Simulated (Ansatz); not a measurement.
# SiGePH (triplet): wave-function methods side by side at a displaced geometry (v2), cc-pVDZ

How much of the correlation energy of SiGePH (triplet) does each wave-function method recover here?

Program: Ansatz 0.2.0, Gaussian basis. Level of theory: cc-pVDZ, core rule «outside noble gas», up to 24 orbitals frozen. These are calculated values, not measurements.

Plan: UHF; CCSD(T) on ROHF; CCSD(T) on UHF; BCCD(T) on ROHF; CISD as a restricted active space (open shells left free, so some higher excitations enter); CCSDT(Q) on ROHF; CCSDT(Q) on UHF.

19 further runs of the same task are left out: 9 that didn't finish, 10 set aside as unsound or not needed. Runs told in other sessions of the task aren't counted.

### Step 1. The geometry

The geometry is a PBE0/def2-TZVP stationary point (not a proven minimum) with its atoms shifted at random (size 0.100 Å). No spin-orbit coupling is included. The filled d shell of Ge may be among the frozen orbitals whatever the setting's name suggests.

4 atoms, charge 0, spin multiplicity 3.

Atoms are counted from 1 here; the program's logs count them from 0.

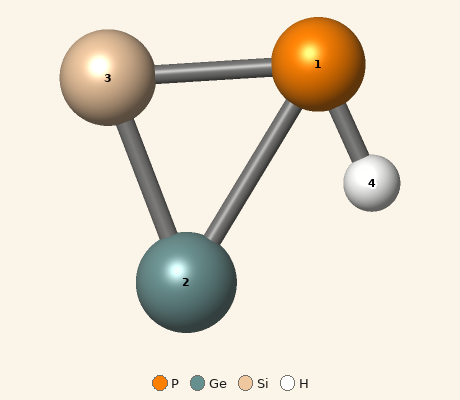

The geometry (phosphorus orange, germanium teal, silicon light orange, hydrogen white); atoms are numbered from 1 in the order of the file.

In the tables R marks a restricted open-shell determinant and U an unrestricted one; energies count from the table's Hartree-Fock row.

### Step 2. UHF

File in.yaml:

```yaml
crystal:
  periodic: [false, false, false]
  atoms:
    - {symbol: P, position_ang: [0.108964, 0.742075, 1.622246]}
    - {symbol: Ge, position_ang: [-0.055910, 0.166276, -1.002174]}
    - {symbol: Si, position_ang: [0.020710, -1.308658, 0.780833]}
    - {symbol: H, position_ang: [0.103819, 1.677846, 0.615875]}
basis:
  gaussian: {orbitals: cc-pVDZ}
magnetization: {spin_polarized: true, initial_magnetization: 2}
hamiltonian: {xc: hf}
output: {orbitals: {seedname: orbitals}}
```

Run with:

```console
ansatz run in.yaml --threads 1 --pin off --events-out ev --progress --plain --max-ram 2393MiB
```

Log:

```text
Functional definition: HF
  name "HF"
  cite "Fock, Z. Phys. 61, 126 (1930) doi:10.1007/BF01340294"
  parent pbe
  exchange = exact_x
  correlation = 0
751 factors; integrals over basis functions are off by at most 8.6e-4 eV
mean field evaluation 1: about -73618.7971 eV, gradient 1.0e1 eV
mean field evaluation 2: about -73618.8051 eV, gradient 1.0e1 eV
mean field evaluation 4: about -73620.1010 eV, gradient 2.3e0 eV
mean field evaluation 8: about -73620.4729 eV, gradient 3.9e-1 eV
mean field evaluation 16: about -73620.0264 eV, gradient 3.4e0 eV
mean field evaluation 32: about -73620.1402 eV, gradient 5.5e-1 eV
mean field evaluation 64: about -73620.4476 eV, gradient 6.2e-1 eV
mean field evaluation 96: about -73619.7866 eV, gradient 2.2e0 eV
mean field evaluation 128: about -73619.1787 eV, gradient 1.5e0 eV
mean field evaluation 160: about -73620.4873 eV, gradient 2.4e-4 eV
mean field -73620.48725602 eV, -2705.5030049001 hartree, gradient 1.7e-5 eV, S^2 2.319388; 3 other end points of the search recorded, 0 dependent functions left out
reference -73620.48725602 eV, -2705.5030049001 hartree; 32, 30 occupied and 36, 38 virtual orbitals, 751 factors
Total energy: -73620.48725602 eV, -2705.5030049001 hartree
```

Wall time 5.5 s (1 thread of Arm Neoverse V2, shared host).

From the report: ⟨S²⟩ of the determinant 2.319 (pure triplet: 2.00).

### Step 3. CCSD(T) on ROHF

in.yaml, as its differences from that of step 2:

```diff
@@ -9,4 +9,3 @@
   gaussian: {orbitals: cc-pVDZ}
-magnetization: {spin_polarized: true, initial_magnetization: 2}
-hamiltonian: {xc: hf}
-output: {orbitals: {seedname: orbitals}}
+magnetization: {spin_polarized: false, initial_magnetization: 2}
+correlation: {method: ccsd_t, electrons: outside_noble_gas}
```

The command is unchanged.

Log, cut to the lines that bear on the results:

```text
Functional definition: HF
  name "HF"
  cite "Fock, Z. Phys. 61, 126 (1930) doi:10.1007/BF01340294"
  parent pbe
[...]
751 factors; integrals over basis functions are off by at most 8.6e-4 eV
[...]
mean field -73620.01168704 eV, -2705.4855280626 hartree, gradient 1.7e-6 eV, S^2 2.000000; 14 other end points of the search recorded, 0 dependent functions left out
[...]
determinant -73620.01168704 eV, -2705.4855280626 hartree, with singles and doubles -73628.54224707 eV, -2705.7990203613 hartree
determinant -73619.76770293 eV, -2705.4765618119 hartree, with singles and doubles -73627.74159507 eV, -2705.7695969432 hartree
determinant -73618.68314753 eV, -2705.4367051359 hartree, with singles and doubles -73627.14201247 eV, -2705.7475626891 hartree
determinant -73617.73288418 eV, -2705.4017836022 hartree, with singles and doubles -73625.70365346 eV, -2705.6947039701 hartree
determinant -73616.83519988 eV, -2705.3687943126 hartree, with singles and doubles -73625.38618537 eV, -2705.6830372330 hartree
24 core orbitals not correlated: weight in the atoms' cores, before any rotation towards them, 1.000 or more for the frozen orbitals, at most 0.000 for the correlated occupied ones
reference -73620.01168704 eV, -2705.4855280626 hartree; 8, 6 occupied and 36, 38 virtual orbitals, 751 factors
second order -7.49596808 eV of doubles, -0.11724456 eV of singles
cycle   1  -8.53182074 eV  change   -1.3e-3 eV  update   7.3e-3
[...]
cycle  11  -8.54327449 eV  change   -1.2e-5 eV  update   1.6e-5
perturbative correction -0.50341897 eV, -0.0185003061 hartree
Total energy: -73629.05838051 eV, -2705.8179879155 hartree
```

Run time: 21 s. Hardware: 1 thread of Arm Neoverse V2, shared host.

From the report: correlation -9.0467 eV; T1 0.049; largest double amplitude 0.08.

### Step 4. CCSD(T) on UHF

in.yaml, as its differences from that of step 3:

```diff
@@ -9,3 +9,3 @@
   gaussian: {orbitals: cc-pVDZ}
-magnetization: {spin_polarized: false, initial_magnetization: 2}
+magnetization: {spin_polarized: true, initial_magnetization: 2}
 correlation: {method: ccsd_t, electrons: outside_noble_gas}
```

The command is unchanged.

Log, cut to the lines that bear on the results:

```text
Functional definition: HF
  name "HF"
  cite "Fock, Z. Phys. 61, 126 (1930) doi:10.1007/BF01340294"
  parent pbe
[...]
751 factors; integrals over basis functions are off by at most 8.6e-4 eV
[...]
mean field -73620.48725602 eV, -2705.5030049001 hartree, gradient 3.8e-6 eV, S^2 2.319387; 12 other end points of the search recorded, 0 dependent functions left out
determinant -73620.48725602 eV, -2705.5030049001 hartree, with singles and doubles -73628.57743201 eV, -2705.8003133840 hartree
determinant -73619.95925060 eV, -2705.4836010590 hartree, with singles and doubles -73627.74596068 eV, -2705.7697573765 hartree
24 core orbitals not correlated: weight in the atoms' cores, before any rotation towards them, 1.000 or more for the frozen orbitals, at most 0.000 for the correlated occupied ones
reference -73620.48725602 eV, -2705.5030049001 hartree; 8, 6 occupied and 36, 38 virtual orbitals, 751 factors
second order -6.86149408 eV of doubles, -0.00000000 eV of singles
cycle   1  -8.09164069 eV  change   -1.5e-3 eV  update   4.2e-3
[...]
cycle  10  -8.09788250 eV  change   -6.8e-6 eV  update   1.7e-5
perturbative correction -0.46143343 eV, -0.0169573658 hartree
Total energy: -73629.04657195 eV, -2705.8175539588 hartree
```

Wall time 23 s (1 thread of Arm Neoverse V2, shared host).

From the report: ⟨S²⟩ of the determinant 2.319 (pure triplet: 2.00); correlation -8.5593 eV; T1 0.051; largest double amplitude 0.07.

### Step 5. BCCD(T) on ROHF

in.yaml, as its differences from that of step 4:

```diff
@@ -9,3 +9,3 @@
   gaussian: {orbitals: cc-pVDZ}
-magnetization: {spin_polarized: true, initial_magnetization: 2}
-correlation: {method: ccsd_t, electrons: outside_noble_gas}
+magnetization: {spin_polarized: false, initial_magnetization: 2}
+correlation: {method: bccd_t, electrons: outside_noble_gas}
```

Same command.

Log, cut to the lines that bear on the results:

```text
Functional definition: HF
  name "HF"
  cite "Fock, Z. Phys. 61, 126 (1930) doi:10.1007/BF01340294"
  parent pbe
[...]
751 factors; integrals over basis functions are off by at most 8.6e-4 eV
[...]
mean field -73620.01168704 eV, -2705.4855280626 hartree, gradient 1.7e-6 eV, S^2 2.000000; 14 other end points of the search recorded, 0 dependent functions left out
[...]
determinant -73620.01168704 eV, -2705.4855280626 hartree, with singles and doubles -73628.54224707 eV, -2705.7990203613 hartree
determinant -73619.76770293 eV, -2705.4765618119 hartree, with singles and doubles -73627.74159507 eV, -2705.7695969432 hartree
determinant -73618.68314753 eV, -2705.4367051359 hartree, with singles and doubles -73627.14201247 eV, -2705.7475626891 hartree
determinant -73617.73288418 eV, -2705.4017836022 hartree, with singles and doubles -73625.70365346 eV, -2705.6947039701 hartree
determinant -73616.83519988 eV, -2705.3687943126 hartree, with singles and doubles -73625.38618537 eV, -2705.6830372330 hartree
24 core orbitals not correlated: weight in the atoms' cores, before any rotation towards them, 1.000 or more for the frozen orbitals, at most 0.000 for the correlated occupied ones
reference -73620.01168704 eV, -2705.4855280626 hartree; 8, 6 occupied and 36, 38 virtual orbitals, 751 factors
second order -7.49596808 eV of doubles, -0.11724456 eV of singles
cycle   1  -8.51897475 eV  change    1.2e-2 eV  update   2.9e-2
[...]
cycle  16  -8.53266211 eV  change   -8.8e-6 eV  update   9.3e-6
perturbative correction -0.51704178 eV, -0.0190009349 hartree
Total energy: -73629.06139093 eV, -2705.8180985464 hartree
```

Wall time 21 s (1 thread of Arm Neoverse V2, shared host).

From the report: correlation -9.0497 eV; largest double amplitude 0.06.

### Step 6. CISD as a restricted active space (open shells left free, so some higher excitations enter)

in.yaml, as its differences from that of step 5:

```diff
@@ -10,2 +10,2 @@
 magnetization: {spin_polarized: false, initial_magnetization: 2}
-correlation: {method: bccd_t, electrons: outside_noble_gas}
+correlation: {active_space: {ras: {orbitals: [6, 2, 36], electrons: 14, max_holes: 2, max_particles: 2}, fixed_orbitals: true}}
```

Launched as before.

Log:

```text
Functional definition: HF
  name "HF"
  cite "Fock, Z. Phys. 61, 126 (1930) doi:10.1007/BF01340294"
  parent pbe
  exchange = exact_x
  correlation = 0
751 factors; integrals over basis functions are off by at most 8.6e-4 eV
mean field evaluation 1: about -73618.7340 eV, gradient 1.3e1 eV
mean field evaluation 2: about -73618.7418 eV, gradient 1.3e1 eV
mean field evaluation 4: about -73619.8525 eV, gradient 2.2e0 eV
mean field evaluation 8: about -73619.9865 eV, gradient 3.6e-1 eV
mean field evaluation 16: about -73620.0117 eV, gradient 1.7e-6 eV
mean field evaluation 32: about -73619.8748 eV, gradient 2.7e0 eV
mean field evaluation 64: about -73619.9751 eV, gradient 7.9e-1 eV
mean field -73620.01168704 eV, -2705.4855280626 hartree, gradient 1.7e-6 eV, S^2 2.000000; 10 other end points of the search recorded, 0 dependent functions left out
reference -73620.01168704 eV, -2705.4855280626 hartree; 32, 30 occupied and 36, 38 virtual orbitals, 751 factors
state -73627.42668738 eV, -2705.7580242989 hartree
Total energy: -73627.42668738 eV, -2705.7580242989 hartree
```

Wall time 11 s (1 thread of Arm Neoverse V2, shared host).

From the report: 403,696 determinants.

### Step 7. CCSDT(Q) on ROHF

in.yaml, as its differences from that of step 6:

```diff
@@ -10,2 +10,2 @@
 magnetization: {spin_polarized: false, initial_magnetization: 2}
-correlation: {active_space: {ras: {orbitals: [6, 2, 36], electrons: 14, max_holes: 2, max_particles: 2}, fixed_orbitals: true}}
+correlation: {method: ccsdt_q, electrons: outside_noble_gas}
```

Launched as before.

Log, cut to the lines that bear on the results:

```text
Functional definition: HF
  name "HF"
  cite "Fock, Z. Phys. 61, 126 (1930) doi:10.1007/BF01340294"
  parent pbe
[...]
1371 factors; integrals over basis functions are off by at most 2.3e-7 eV
[...]
mean field -73620.01182649 eV, -2705.4855331872 hartree, gradient 1.5e-6 eV, S^2 2.000000; 14 other end points of the search recorded, 0 dependent functions left out
[...]
determinant -73620.01182649 eV, -2705.4855331872 hartree, with singles and doubles -73628.54238350 eV, -2705.7990253752 hartree
determinant -73619.76783751 eV, -2705.4765667577 hartree, with singles and doubles -73627.74173339 eV, -2705.7696020262 hartree
determinant -73618.68327116 eV, -2705.4367096794 hartree, with singles and doubles -73627.14213898 eV, -2705.7475673382 hartree
determinant -73617.73300952 eV, -2705.4017882082 hartree, with singles and doubles -73625.70378899 eV, -2705.6947089511 hartree
determinant -73616.83535805 eV, -2705.3688001252 hartree, with singles and doubles -73625.38672260 eV, -2705.6830569760 hartree
24 core orbitals not correlated: weight in the atoms' cores, before any rotation towards them, 1.000 or more for the frozen orbitals, at most 0.000 for the correlated occupied ones
reference -73620.01182649 eV, -2705.4855331872 hartree; 8, 6 occupied and 36, 38 virtual orbitals, 1371 factors
second order -7.49598753 eV of doubles, -0.11724522 eV of singles
cycle   1  -8.05577102 eV  change   -4.4e-1 eV  update   1.5e-1
[...]
cycle  26  -9.09347889 eV  change    5.1e-8 eV  update   1.1e-6
perturbative correction -0.05022801 eV, -0.0018458452 hartree
Total energy: -73629.15553339 eV, -2705.8215582179 hartree
```

Wall time 2.9 min (1 thread of Arm Neoverse V2, shared host); peak memory 1 GiB.

From the report: correlation -9.1437 eV; T1 0.053; largest double amplitude 0.11.

### Step 8. CCSDT(Q) on UHF

in.yaml, as its differences from that of step 7:

```diff
@@ -9,3 +9,3 @@
   gaussian: {orbitals: cc-pVDZ}
-magnetization: {spin_polarized: false, initial_magnetization: 2}
+magnetization: {spin_polarized: true, initial_magnetization: 2}
 correlation: {method: ccsdt_q, electrons: outside_noble_gas}
```

Same command.

Log, cut to the lines that bear on the results:

```text
Functional definition: HF
  name "HF"
  cite "Fock, Z. Phys. 61, 126 (1930) doi:10.1007/BF01340294"
  parent pbe
[...]
1371 factors; integrals over basis functions are off by at most 2.3e-7 eV
[...]
mean field -73620.48739908 eV, -2705.5030101575 hartree, gradient 3.6e-6 eV, S^2 2.319389; 12 other end points of the search recorded, 0 dependent functions left out
determinant -73620.48739908 eV, -2705.5030101575 hartree, with singles and doubles -73628.57756771 eV, -2705.8003183711 hartree
determinant -73619.95938673 eV, -2705.4836060614 hartree, with singles and doubles -73627.74609944 eV, -2705.7697624757 hartree
24 core orbitals not correlated: weight in the atoms' cores, before any rotation towards them, 1.000 or more for the frozen orbitals, at most 0.000 for the correlated occupied ones
reference -73620.48739908 eV, -2705.5030101575 hartree; 8, 6 occupied and 36, 38 virtual orbitals, 1371 factors
second order -6.86150186 eV of doubles, -0.00000000 eV of singles
cycle   1  -7.51414444 eV  change   -6.5e-1 eV  update   1.4e-1
[...]
cycle  26  -8.62555070 eV  change   -1.6e-6 eV  update   1.0e-6
perturbative correction -0.05239969 eV, -0.0019256531 hartree
Total energy: -73629.16534947 eV, -2705.8219189522 hartree
```

Wall time 2.8 min (1 thread of Arm Neoverse V2, shared host); peak memory 0.82 GiB.

From the report: ⟨S²⟩ of the determinant 2.319 (pure triplet: 2.00); correlation -8.6780 eV; T1 0.058; largest double amplitude 0.10.

### Step 9. All levels against the top one

The yardstick is RCCSDT(Q), where the cluster series has nearly closed. Rows without a time are mean-field rows or come out of runs for another level: lower rungs of the coupled-cluster runs, or the Hartree-Fock search.

Differences are taken before rounding.

```csv
method,energy from the lowest ROHF (kJ/mol),from RCCSDT(Q) (kJ/mol),time
ROHF,0.0,+882.2,
UHF,-45.9,+836.4,
RMP2,-734.6,+147.7,
UMP2,-707.9,+174.3,
CISD,-715.4,+166.8,11 s
RCCSD,-824.3,+57.9,
UCCSD,-827.2,+55.0,
RCCSD(T),-872.9,+9.4,21 s
UCCSD(T),-871.7,+10.5,23 s
BCCD(T),-873.2,+9.1,21 s
RCCSDT,-877.4,+4.8,
UCCSDT,-878.1,+4.1,
RCCSDT(Q),-882.2,0,2.9 min
UCCSDT(Q),-883.2,-0.9,2.8 min
```

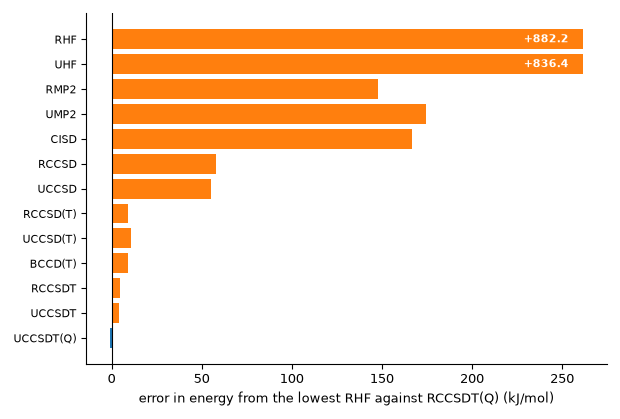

How far each level lands from RCCSDT(Q). Bars with a number in them are cut short.

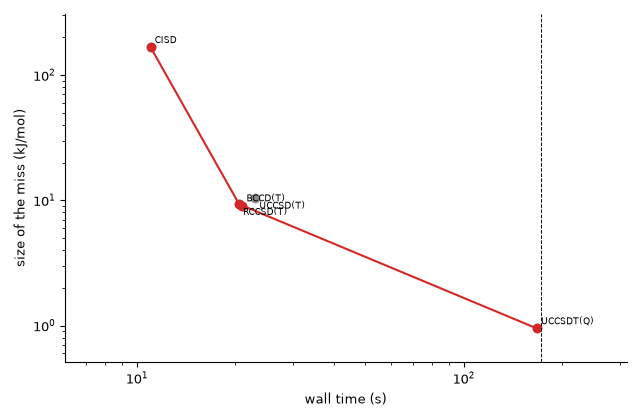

Accuracy for the time spent; red marks the levels that beat every quicker one drawn (of those quicker than the yardstick), and the dashed line is the time of RCCSDT(Q). Times are from a shared host.

### Step 10. Outcome

| quantity | value |
| --- | --- |
| RCCSDT(Q) from the ROHF energy | -9.1438 eV |
| RMP2 from RCCSDT(Q) | +147.7 kJ/mol |
| UMP2 from RCCSDT(Q) | +174.3 kJ/mol |
| RCCSD from RCCSDT(Q) | +57.9 kJ/mol |
| RCCSD(T) from RCCSDT(Q) | +9.4 kJ/mol |
| UCCSD(T) from RCCSDT(Q) | +10.5 kJ/mol |
| UCCSDT(Q) from RCCSDT(Q) | -0.9 kJ/mol |
| levels within 1 kcal/mol (43 meV) | UCCSDT, UCCSDT(Q) |
| T1 diagnostic | 0.049 |

**Reading.** RCCSD(T) misses by +9.4 kJ/mol, 1.1 % of the correlation energy. These misses are within one basis, not against nature; the frozen cores of restricted and unrestricted runs differ, which can shift their rows.

With open shells the CI space here admits some higher excitations, so it is larger than plain CISD.

UCCSDT(Q) reaches 0.9 kJ/mol from the reference in 2.8 min, where RCCSDT(Q) took 2.9 min; the quickest level in the cost chart, CISD, takes 11 s and misses by 166.8 kJ/mol.
